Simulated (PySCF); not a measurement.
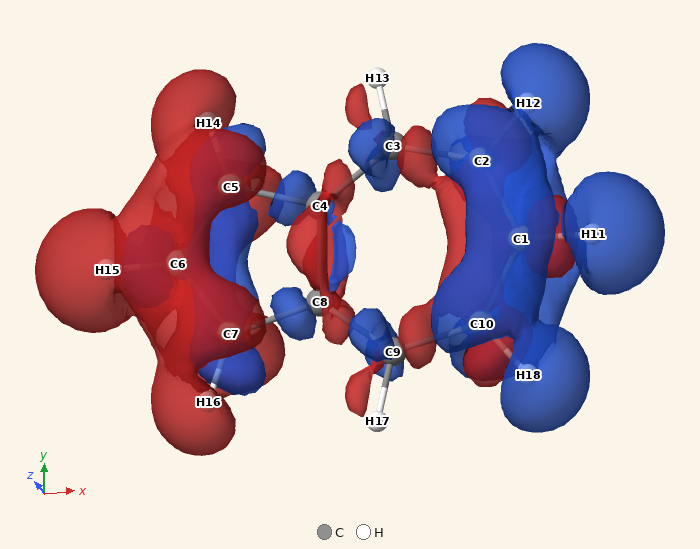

*C$_{10}$H$_{8}$, SMILES `c1ccc2cccc2cc1`. Change of the electron density in a uniform field of 0.26 V/Å, surfaces at ±0.002 e/Å³ (blue: gain, red: loss).*

Level of theory: BLYP/6-31G* (PySCF), at a geometry from GFN2-xTB. No frequency check shows the geometry to be a minimum. A basis without diffuse functions makes polarisabilities too small.

Geometry (Å), atoms numbered from 1:

```
C1       2.4826   -0.0000    0.0000
C2       1.8951    1.2576    0.0000
C3       0.5474    1.5877    0.0000
C4      -0.5467    0.7436    0.0000
C5      -1.8866    1.1368    0.0000
C6      -2.6893   -0.0000    0.0000
C7      -1.8867   -1.1367    0.0000
C8      -0.5468   -0.7436    0.0000
C9       0.5474   -1.5877    0.0000
C10      1.8950   -1.2576    0.0000
H11      3.5670   -0.0001    0.0000
H12      2.5837    2.0940    0.0000
H13      0.3159    2.6478    0.0000
H14     -2.2339    2.1539    0.0000
H15     -3.7656   -0.0002    0.0000
H16     -2.2340   -2.1538    0.0000
H17      0.3158   -2.6478    0.0000
H18      2.5836   -2.0941    0.0000
```

The field was applied in both directions; the picture shows the one opposite to the script's first.

### Along which Cartesian direction does the field point?

Along −x: electrons gather on the +x side, against the field.

### How large is the response?

The induced dipole is 2.21 D (along the field); α along this axis, from the fields in both directions, is 174 bohr³ (25.7 Å³).

Cost of the run: 2.3 min on 1 thread of Arm Neoverse V1 (shared host), peak memory 0.62 GiB.
